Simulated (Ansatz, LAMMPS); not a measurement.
## Relaxing a frame of liquid N-methylformamide from 298 K (117 atoms)

Wanted: the relaxed structure of a frame of liquid N-methylformamide from 298 K (117 atoms) and its electronic structure.

Main program and level: Ansatz 0.2.0; Kohn-Sham DFT, PBE+D4, PAW (set soft_2), plane waves.

## 1. The starting structure

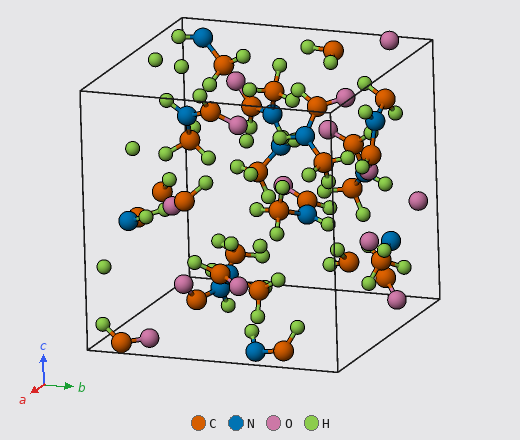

The starting structure, seen slightly off an axis (carbon orange, nitrogen blue, oxygen pink, hydrogen green). Bonds to atoms that aren't drawn are left out. Some periodic images of atoms are drawn too.

The cell holds 117 atoms: 26 C, 13 N, 13 O and 65 H. Cell: a = 10.835 Å, b = 10.835 Å, c = 10.835 Å, α = 90.0°, β = 90.0°, γ = 90.0°. 13 N-methylformamide placed at random, at 1 g/cm³; overlaps pushed apart, then 10 ps at 398 K with MMFF94 bonds, angles, torsions, charges and radii (Halgren, J. Comput. Chem. 17, 490 (1996)) in harmonic and 12-6 forms. Snapshot after 20 ps at 298 K and fixed volume. The density is a measured one.

Before any run, some limits are plain. The network of contacts between molecules at the start is that of the classical potential that made the cell. The Brillouin zone is sampled at Γ only, in a cell whose shortest periodic width is 11 Å.

## 2. Single point at the start

A single point comes first, to see the forces before anything moves.

Input file input.yaml:

```yaml
crystal:
  lattice:
    - [10.8355, 0.0, 0.0]
    - [0.0, 10.8355, 0.0]
    - [0.0, 0.0, 10.8355]
  atoms:
    - { symbol: C, position: [0.61078, 0.53148, 0.16609] }
    - { symbol: "N", position: [0.66564, 0.43474, 0.23535] }
    - { symbol: C, position: [0.78469, 0.45053, 0.2716] }
    - { symbol: O, position: [0.84092, 0.54576, 0.2484] }
    [... 107 atom lines left out ...]
    - { symbol: O, position: [0.38893, 0.89147, 0.59598] }
    - { symbol: H, position: [0.28651, 0.84283, 0.89921] }
    - { symbol: H, position: [0.24091, 0.94392, 0.78046] }
    - { symbol: H, position: [0.29753, 0.0124, 0.92255] }
    - { symbol: H, position: [0.50265, 0.933, 0.8574] }
    - { symbol: H, position: [0.55458, 0.9356, 0.66109] }
kpoints:
  mp_grid: { grid: [1, 1, 1] }
hamiltonian:
  xc: pbe
  dispersion: d4
scf:
  occupations: { method: fermi_dirac, width: 0.05 }
output:
  forces: true
  stress: true
  populations: true
  dos:
    method: { smearing: { sigma: 0.1 } }
    de: 0.1
    projected: { site_lists: { C: [C], H: [H], "N": ["N"], O: [O] } }
  eigenvalues: true
```

The run is started by

```console
ansatz run input.yaml --threads 4 --pin off --max-ram 8192MiB --backend cpu --events-out ev --progress --plain --runs-dir out
```

Elapsed: 28 s, on 4 threads of Arm Neoverse N1, shared host; peak memory 1.3 GiB; 1.8 min of CPU time.

Read from the output:

```yaml
free_energy: -19936.1179 eV
free_energy_per_atom: -170.3942 eV/atom
scf_cycles: 10
pressure: 1.853 GPa
r_m_s_force_component: 0.9803 eV/Å
longest_force: 4.334 eV/Å
fermi_energy: 1.209 eV
spacing_of_highest_filled_and_lowest_empty_level: 4.314 eV
spilling_of_the_projection: 0.01397
```

The r.m.s. force component of 0.98 eV/Å and the pressure of 1.9 GPa set the starting point.

Neighbours are counted within 1.34 Å (H-C), 1.27 Å (H-N), 1.79 Å (C-N), 1.68 Å (C-O).

Length of the force by element and coordination:

```tsv
element	coordination	atoms	mean length of the force (eV/Å)	spread	least	most
C	all	26	2.26	1.08	0.690	4.33
C	3	13	2.82	1.20	0.964	4.33
C	4	13	1.70	0.495	0.690	2.59
H	all	65	0.932	0.452	0.231	2.23
N	all	13	1.48	0.719	0.601	3.15
O	all	13	2.03	1.10	0.450	3.85
```

## 3. Relaxation

The atoms are relaxed in the fixed cell, aiming at the force tolerance of the input.

input.yaml, the sections that differ from step 2:

```yaml
output:
  forces: true
relax:
  f_tol: 0.03
  max_steps: 200
# crystal, kpoints, hamiltonian, scf: as in step 2
```

Elapsed: 17 min, on 4 threads; peak memory 1.3 GiB; 66 min of CPU time.

Step by step (22 of 71):

```tsv
step	energy less that of the first step (eV)	largest force component (eV/Å)
1	0.0000	3.7812
4	-4.1806	0.9608
8	-4.7107	0.4303
11	-4.8206	0.1826
14	-4.8969	0.2609
18	-5.0060	0.1591
21	-5.0953	0.3466
24	-5.1513	0.2286
28	-5.1932	0.1733
31	-5.1864	0.1319
34	-5.2236	0.2694
38	-5.2368	0.1379
41	-5.2474	0.0552
44	-5.2536	0.0712
48	-5.2585	0.2523
51	-5.2653	0.1384
54	-5.2601	0.0784
58	-5.2718	0.0484
61	-5.2733	0.0533
64	-5.2746	0.1232
68	-5.2763	0.0874
71	-5.2774	0.0239
```

Relaxation steps 31, 54 were tried and not accepted.

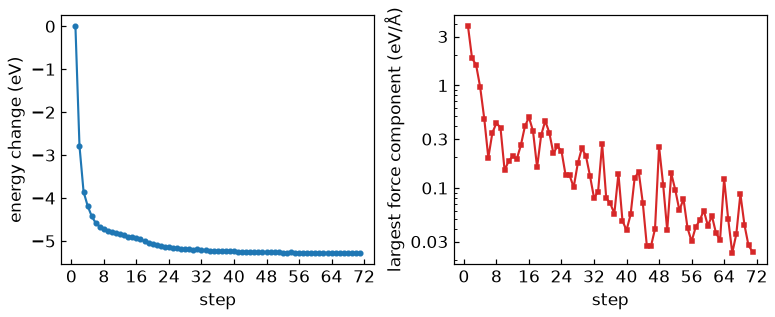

Energy and largest force along the relaxation.

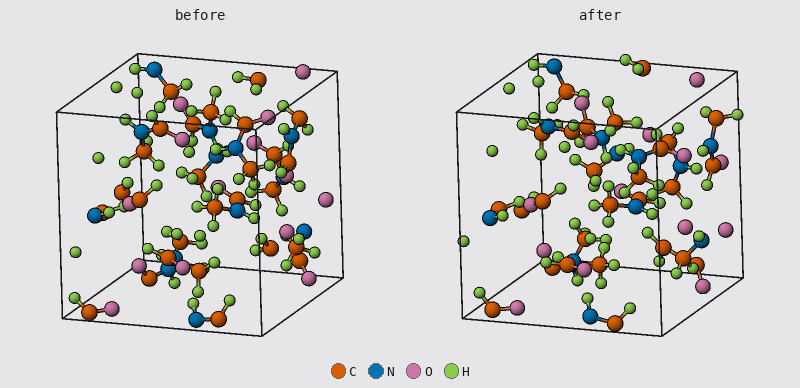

Before and after, at one scale. Bonds to atoms that aren't drawn are left out.

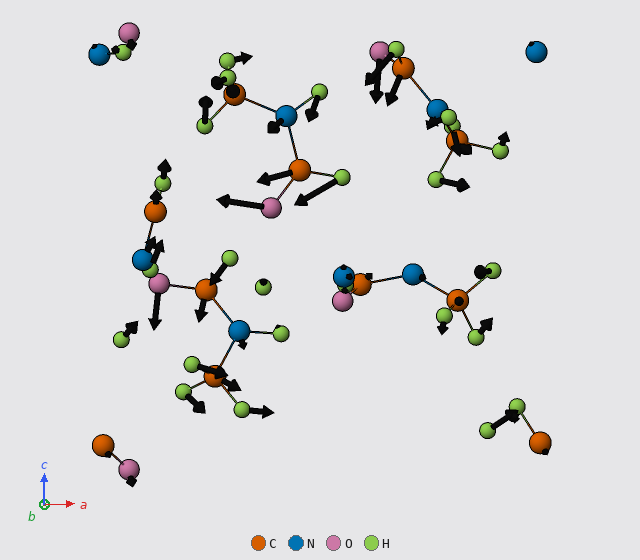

Displacements in the relaxation, scaled; the longest in the cell stands for 2.25 Å. Drawn is a slice 4 Å thick, seen along the normal of the ac plane. Bonds to atoms that aren't drawn are left out.

The atoms that moved most (Å):

```tsv
atom	dx	dy	dz	length
O112	-1.955	1.091	0.231	2.251
H117	-1.789	0.638	-1.112	2.201
O76	-0.114	0.764	-1.971	2.117
H70	-0.893	-0.390	1.837	2.079
H81	-1.115	0.941	-1.452	2.058
H114	0.167	1.715	0.982	1.983
H68	1.327	-0.749	1.180	1.927
H59	-0.004	1.109	-1.526	1.887
```

The relaxation changed the energy by -45.1 meV/atom, and atoms moved by 1.00 Å r.m.s., 2.3 Å at most.

## 4. Distances and neighbours after relaxation

Bonds before and after, by the cutoffs listed below:

```tsv
pair	bonds before	bonds after	mean before (Å)	mean after (Å)	spread before (Å)	spread after (Å)
H-C	52	52	1.104	1.100	0.030	0.005
H-N	13	13	1.026	1.033	0.021	0.004
C-N	26	26	1.396	1.395	0.051	0.058
C-O	13	13	1.216	1.246	0.020	0.004
```

Density 1.00 g/cm³, 10.87 Å³ an atom.

g(r), total and by pair (bins of 0.2 Å):

```tsv
r (Å)	total	H-H	H-C	H-N	H-O	C-C	C-N
1.00	3.02	0.00	8.55	7.40	0.00	0.00	0.00
1.20	1.75	0.00	4.50	0.00	0.00	0.00	0.00
1.40	1.00	0.00	0.00	0.00	0.00	0.00	20.15
1.60	0.00	0.00	0.00	0.00	0.00	0.00	0.00
1.80	1.19	2.96	0.00	0.00	2.19	0.00	0.00
2.00	1.07	0.00	0.95	4.82	1.99	0.00	0.00
2.20	0.83	0.66	0.83	2.39	0.00	0.00	0.00
2.40	0.56	0.67	0.05	0.00	1.03	3.23	0.00
2.60	0.71	1.27	0.61	0.09	1.25	0.00	0.00
2.80	0.91	1.15	0.69	0.29	0.93	0.00	0.00
3.00	0.75	1.23	0.90	0.26	0.93	0.00	0.00
3.20	0.77	0.63	1.17	0.83	1.35	0.00	0.14
3.40	0.90	0.58	1.63	0.62	1.08	0.14	0.13
3.60	1.14	1.06	1.27	0.83	1.07	0.90	1.28
3.80	1.15	1.18	0.83	1.04	1.33	1.65	1.55
4.00	1.10	1.00	0.77	1.39	1.38	1.87	1.22
4.20	1.02	1.20	0.76	1.05	1.12	1.36	0.94
4.40	1.15	1.13	1.17	1.05	1.02	1.86	1.09
4.60	1.20	0.97	1.47	1.25	0.92	1.49	1.29
4.80	0.98	1.04	0.83	1.19	0.94	0.66	1.31
5.00	0.93	0.95	1.04	0.74	0.58	1.09	1.37
5.20	0.97	1.01	1.15	1.08	0.64	0.77	0.83
```

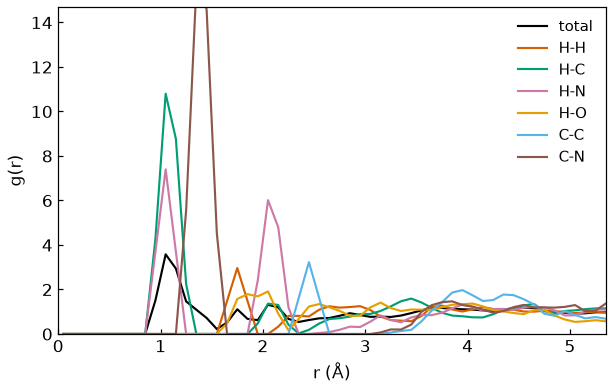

Pair distribution functions, lightly smoothed, with peaks cut at 14.

Bonds by pair of elements; cutoffs follow the first minimum of g(r), held within bounds set by covalent radii, and pairs that aren't listed don't count as bonded:

```tsv
pair A-B	cutoff (Å)	bonds	mean length (Å)	spread (Å)	shortest (Å)	B about A	A about B
H-C	1.34	52	1.1	0.005	1.09	0.8	2
H-N	1.27	13	1.03	0.004	1.03	0.2	1
C-N	1.79	26	1.40	0.058	1.33	1	2
C-O	1.68	13	1.25	0.004	1.24	0.5	1
```

How many atoms have how many bonded neighbours:

```tsv
element	mean	1	3	4
C	3.5	0	13	13
H	1	65	0	0
N	3	0	13	0
O	1	13	0	0
```

Bond angles (no mean is given where the spread exceeds 20°):

```tsv
angle	count	mean (°)	spread (°)
H-C-N	52	111	1.5
H-C-H	39	109	0.6
C-N-H	26	118	1.2
C-N-C	13	123	0.3
N-C-O	13	126	0.5
```

Bond length by coordination (bonds to H left out):

```tsv
element	coordination	atoms	mean bond length (Å)
C	3	13	1.29
C	4	13	1.45
```

By these cutoffs 50 % of C atoms have 3 and as many 4, all H atoms have 1, all N atoms have 3 and all O atoms have 1 bonded neighbour. The H-C-N angle averages 111° with a spread of 1.5°.

## 5. Single point at the relaxed geometry

The electronic structure is read at the final geometry, in a run of its own.

Input file input.yaml:

```yaml
crystal:
  lattice:
    - [10.8355, 0.0, 0.0]
    - [0.0, 10.8355, 0.0]
    - [0.0, 0.0, 10.8355]
  atoms:
    - { symbol: C, position: [0.58794, 0.52543, 0.19002] }
    - { symbol: "N", position: [0.67584, 0.42948, 0.22153] }
    - { symbol: C, position: [0.79578, 0.45089, 0.24201] }
    - { symbol: O, position: [0.84507, 0.55478, 0.24074] }
    [... 107 atom lines left out ...]
    - { symbol: O, position: [0.20851, 0.99213, 0.61733] }
    - { symbol: H, position: [0.24074, 0.93819, 0.8649] }
    - { symbol: H, position: [0.2563, 0.10216, 0.8711] }
    - { symbol: H, position: [0.3722, 0.00623, 0.93702] }
    - { symbol: H, position: [0.47157, 0.01332, 0.74978] }
    - { symbol: H, position: [0.38944, 0.99451, 0.55851] }
kpoints:
  mp_grid: { grid: [1, 1, 1] }
hamiltonian:
  xc: pbe
  dispersion: d4
scf:
  occupations: { method: fermi_dirac, width: 0.05 }
output:
  forces: true
  stress: true
  populations: true
  dos:
    method: { smearing: { sigma: 0.1 } }
    de: 0.1
    projected: { site_lists: { C: [C], H: [H], "N": ["N"], O: [O] } }
  eigenvalues: true
  write_density: true
  write_potential: true
  volumetric_format: npy
  elf: true
```

The job ended after 29 s (4 threads; peak memory 1.3 GiB).

The program notes that the exchange-correlation potential is rough where the density is thin.

The run gave:

```
free energy                                      : -19941.3953 eV
free energy per atom                             : -170.4393 eV/atom
SCF cycles                                       : 10
pressure                                         : -0.2274 GPa
r.m.s. force component                           : 0.00369 eV/Å
longest force                                    : 0.02733 eV/Å
Fermi energy                                     : 1.229 eV
gap (highest filled to lowest empty level) : 4.803 eV
spilling of the projection                       : 0.01389
```

Löwdin charges by element and coordination (they lack the spilled electrons, 0.037 e an atom on average):

```tsv
element	coordination	atoms	mean charge (e)	spread	least	most
C	all	26	-0.0221	0.332	-0.361	0.324
C	3	13	0.310	0.0065	0.300	0.324
C	4	13	-0.354	0.004	-0.361	-0.346
H	all	65	0.219	0.0557	0.147	0.333
N	all	13	-0.242	0.0077	-0.259	-0.225
O	all	13	-0.475	0.0071	-0.486	-0.463
```

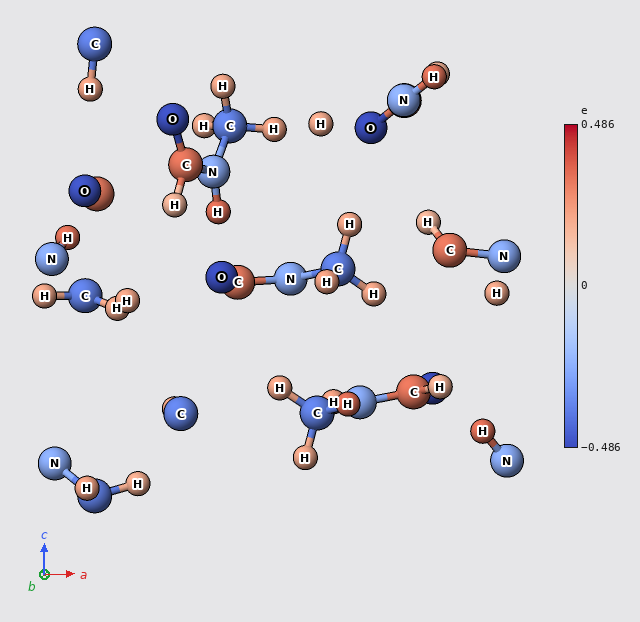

Atoms coloured by Löwdin charge. Drawn is a slice 4 Å thick, seen along the normal of the ac plane. Bonds to atoms that aren't drawn are left out.

Density of states as counts of states in windows of 1 eV (from the Fermi level), total and the larger projections:

```tsv
from (eV)	to (eV)	total	C p	H s	O p	N p
-14	-13	0.4	0.0	0.1	0.0	0.1
-13	-12	0.0	0.0	0.0	0.0	0.0
-12	-11	15.2	1.4	3.6	1.1	5.1
-11	-10	21.2	5.7	5.0	1.1	5.4
-10	-9	15.6	6.2	3.8	0.9	3.2
-9	-8	12.7	4.3	1.6	2.8	2.7
-8	-7	43.6	17.4	6.5	7.6	9.2
-7	-6	36.2	15.3	8.5	8.2	2.6
-6	-5	37.5	16.5	7.5	9.7	2.7
-5	-4	0.0	0.0	0.0	0.0	0.0
-4	-3	11.4	0.4	1.1	6.1	3.4
-3	-2	40.6	1.6	3.6	23.2	11.3
-2	2	0.0	0.0	0.0	0.0	0.0
2	3	28.0	13.4	2.2	5.1	4.3
3	4	11.9	1.3	4.1	0.2	0.3
4	5	23.9	3.1	7.1	0.3	0.5
```

Between -23 and -14 eV lie 78 more states.

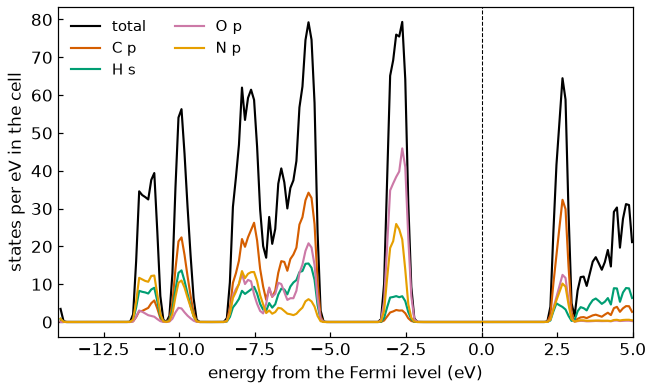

Total and projected density of states, with the broadening of the input.

The levels nearest the highest filled one (over half full), pooled over k-points and spins:

```tsv
level less the highest filled one (eV)	occupation
-0.188	2
-0.167	2
-0.152	2
-0.114	2
-0.0768	2
0	2
4.80	0
4.83	0
4.85	0
4.95	0
4.96	0
5.00	0
```

Mean Löwdin charges: C -0.02, H +0.22, N -0.24, O -0.47 e (they miss 1.4 % of the electrons, so they add up to more than the cell's charge). The largest share in the top eV of filled states is O p (57 % of the projected weight), and in the lowest eV of empty states C p (50 % of the projected weight).

1 further run on a deliberately doubtful input is not shown.

## 6. Summary of results

* energy change in the relaxation: -45.11 meV/atom
* r.m.s. displacement: 0.996 Å
* largest displacement: 2.251 Å
* free energy per atom: -170.4393 eV/atom
* pressure: -0.2274 GPa
* r.m.s. force component: 0.00369 eV/Å
* gap (highest filled to lowest empty level): 4.803 eV
* wall time of the 4 DFT runs, those left out included: 19 min

In words: Relaxation lowers the energy by 45.1 meV/atom and moves atoms by 1.00 Å r.m.s.; the r.m.s. force component goes from 0.98 to 0.0037 eV/Å, the pressure goes from 1.9 to -0.23 GPa, and the gap from 4.31 to 4.80 eV. By the final cutoffs no bond was broken or made. From the first step to the last the energy fell by 5.277 eV, and the largest move was 2.25 Å (O112). The C-O bonds change most in mean length: from 1.216 Å (spread 0.020) to 1.246 Å (spread 0.004). Counting bonds as in the table, 50 % of C atoms have 3 and as many 4, all H atoms have 1, all N atoms have 3 and all O atoms have 1 bonded neighbour. The highest filled and lowest empty levels differ by 4.80 eV (at Γ alone); a semilocal functional tends to put such gaps too low. In a disordered cell it changes from sample to sample and from frame to frame.

Caveats: The network of contacts between molecules at the start is that of the classical potential that made the cell; in DFT atoms moved by 1.00 Å r.m.s.

[Logs are printed without paths, hosts, clocks, repeated set-up lines and the standing remarks that a program may print on its own settings, such as how far it seeks lower states.]

[Hosts, paths, dates, database ids (printed as entryN), source tags and the programs' standing remarks are cut or masked in the printed files.]

[The MMFF94 radii named for the starting cell were scaled by 0.96; in molecules described by MMFF94, hydrogen bound to N, O or S took a small fixed 12-6 site in their place.]
